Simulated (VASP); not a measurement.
Energy against volume of C (diamond). Method: PBEsol GGA, VASP's PBE PAW potentials (set 64) (plane waves; VASP).

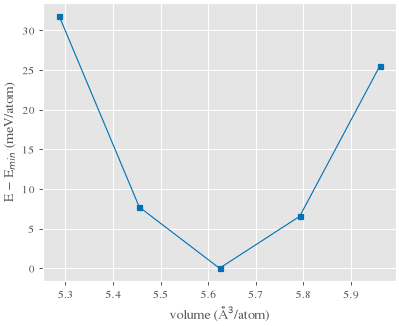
*Energy against volume*

Problem. Estimate the equilibrium volume and the bulk modulus.

Solution. The minimum lies near 5.6 Å³/atom, and the curvature gives B0 of about 450 GPa.

Measured: bulk modulus 455 GPa at 0 K (computed value off by -1.0 %), as given by Daniel Mejia-Rodriguez et al., Physical Review B (2018), arXiv:1807.09216 [0 K value with the zero-point phonon effect removed]; a 3.553 Å at 0 K (computed value off by +0.1 %), as given by Daniel Mejia-Rodriguez et al., Physical Review B (2018), arXiv:1807.09216 [static lattice: zero-point anharmonic expansion removed].

The compound is C in the diamond structure. It was relaxed first.
